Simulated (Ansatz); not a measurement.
A relaxed structure of GeS. Computed with PBE (plane waves to 420 eV, PAW, scalar-relativistic; Ansatz, a program for electronic structure).

Pnma (No. 62), oP8; a = 8.2315 Å, b = 3.6412 Å, c = 5.8618 Å, α = β = γ = 90.00°.

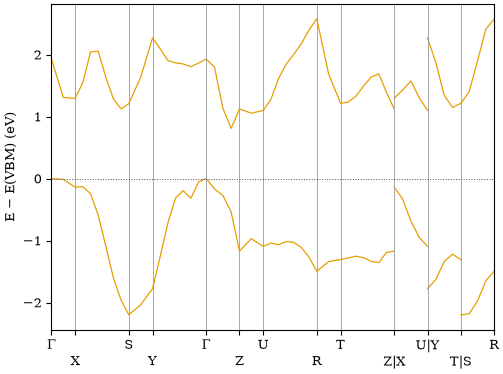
Fig. 1. Highest filled and lowest empty band along the path of this cell's Brillouin zone

Task: Read off the gap and say whether it is direct.

Result: 0.81 eV, indirect (valence top at Γ, conduction bottom at 75 % of the way from Γ to Z) (no spin-orbit coupling).

Task: How far does the top valence band disperse along this path?

Result: About 2.2 eV.

No spin polarisation in the result.

The run could not lose the symmetry of its start.

The first start was generated by placing the elements on the sites of a structure type. A measured structure of GeS has the same space group, Pnma (No. 62); the sites were not compared with it.
